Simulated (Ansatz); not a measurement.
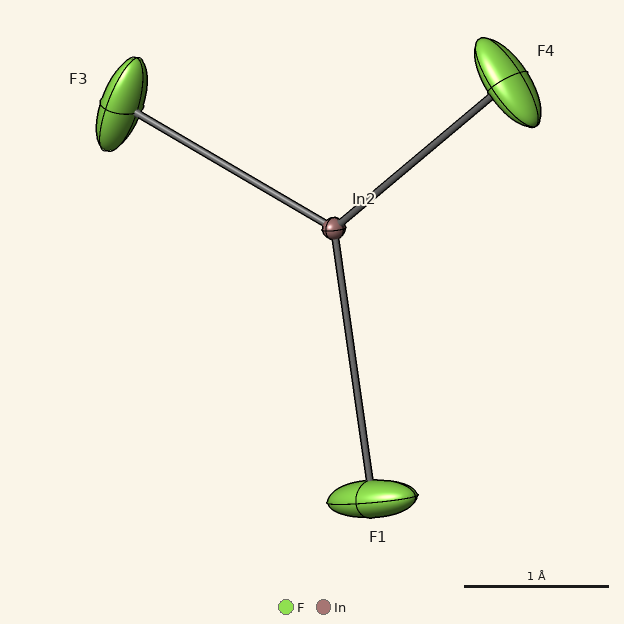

Displacement ellipsoids at the 50 % level, enlarged 2 times, from the internal vibrations of the free molecule (harmonic, no overall translation or rotation; no half-axis is drawn under 0.075 Å). Vibrations computed with RKS PBE0-D4/def2-TZVP, core potentials on In (Ansatz 0.2.0). Temperature: 298 K.

### Which atom has the largest mean-square displacement?

F1, F3, F4, with U_eq = 0.0067 Å².

Give the displacement parameters, one line for each set of equivalent atoms.

| atom | U_eq (Å²) | rms amplitudes (Å) |
| --- | --- | --- |
| F1, F3, F4 | 0.0067 | 0.043, 0.064, 0.119 |
| In2 | 0.00076 | 0.025, 0.025, 0.032 |
